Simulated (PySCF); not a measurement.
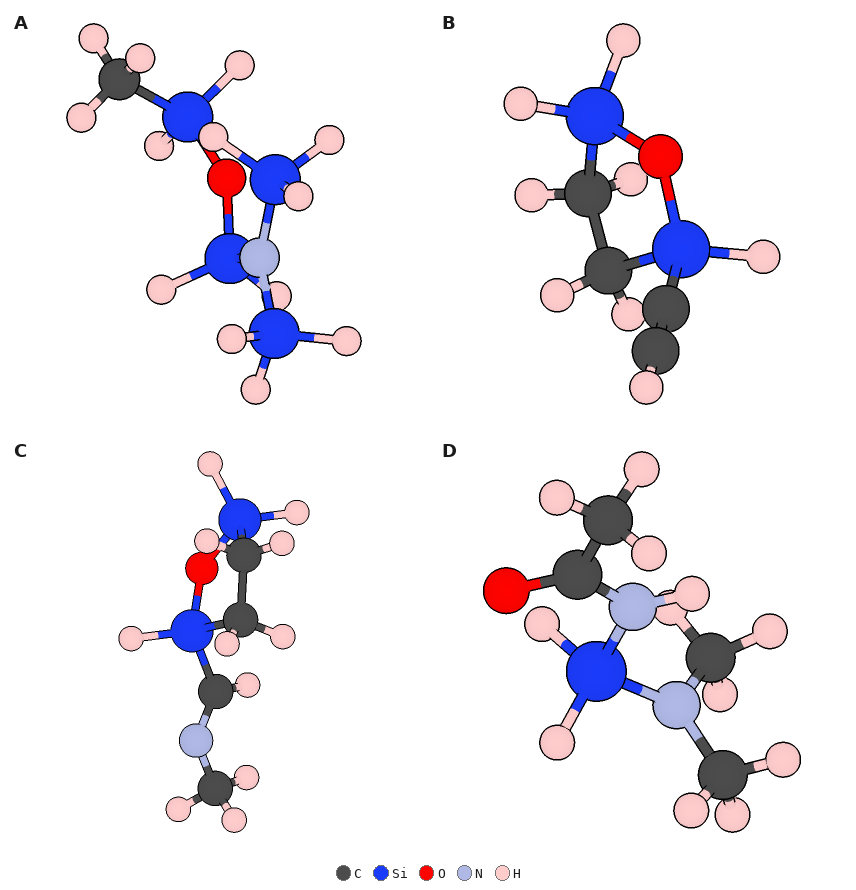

The picture comes from a calculation with PySCF.

Q: Match each picture to its SMILES.
(1) C#C[Si@H]1CC[SiH2]O1
(2) C/N=C/[Si@H]1CC[SiH2]O1
(3) CC(=O)N[SiH2]N(C)C
(4) C[SiH2]O[SiH2]N([SiH3])[SiH3]

A: A is (4), B is (1), C is (2), D is (3).
